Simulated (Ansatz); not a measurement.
The calculation's input:

```
crystal:
  periodic: [false, false, false]
  atoms:
    - {symbol: B, position_ang: [0.252111, -1.383312, -1.505514]}
    - {symbol: Cl, position_ang: [-0.456824, 0.276052, -0.909815]}
    - {symbol: O, position_ang: [1.511358, -1.361009, -1.809163]}
    - {symbol: Sn, position_ang: [2.333732, 0.609860, -1.510413]}
    - {symbol: H, position_ang: [-0.547210, -2.279152, -1.536757]}
basis:
  gaussian: {orbitals: def2-TZVPD}
magnetization: {spin_polarized: true, initial_magnetization: 1}
hamiltonian: {xc: pbe0}
output: {forces: true, orbitals: {seedname: orbitals}}
```

Launched as:

```sh
ansatz run input.yaml --threads 1 --pin off --max-ram 2610MiB --events-out events.jsonl --progress --plain --runs-dir runs
```

Geometry: B3LYP-D3(BJ)/def2-SVP; core potentials replace the inner electrons of Sn.

Method: isolated molecule in a Gaussian basis; Kohn-Sham density functional theory, functional PBE0 in Ansatz 0.2.0.

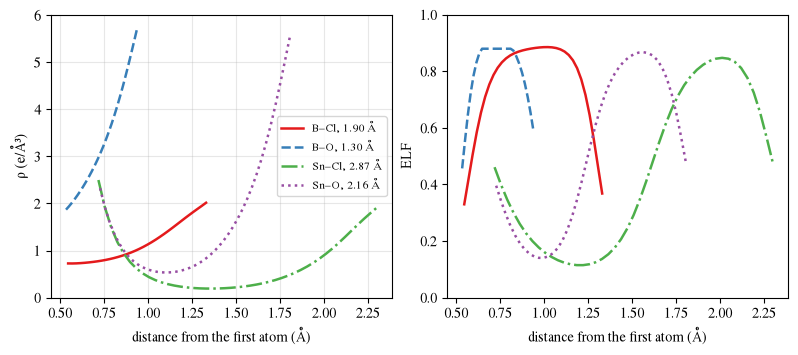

BClHOSn (doublet). Electron density and electron localisation function along straight lines between neighbouring atoms. The curves leave out the atomic cores.

### What can be read from the curves?

B–Cl (1.90 Å): ρ is about 1 e/Å³ halfway, with its minimum of 0.73 e/Å³ about 0.6 Å from B; the ELF peaks at about 0.90 between the atoms: a shared but strongly polarised pair.
B–O (1.30 Å): ρ at the midpoint is about 2.5 e/Å³; the ELF peaks at about 0.90 between the atoms; a polar covalent bond.
Sn–Cl (2.87 Å): the density is about 0.2 e/Å³ at the midpoint; the ELF peaks at about 0.85 in the valence shell of Cl, 0.9 Å from its nucleus, and drops to about 0.10 between the two atoms.
Sn–O (2.16 Å): the density is about 0.54 e/Å³ at the midpoint; the ELF peaks at about 0.85 in the valence shell of O, 0.6 Å from its nucleus, and drops to about 0.15 between the two atoms.
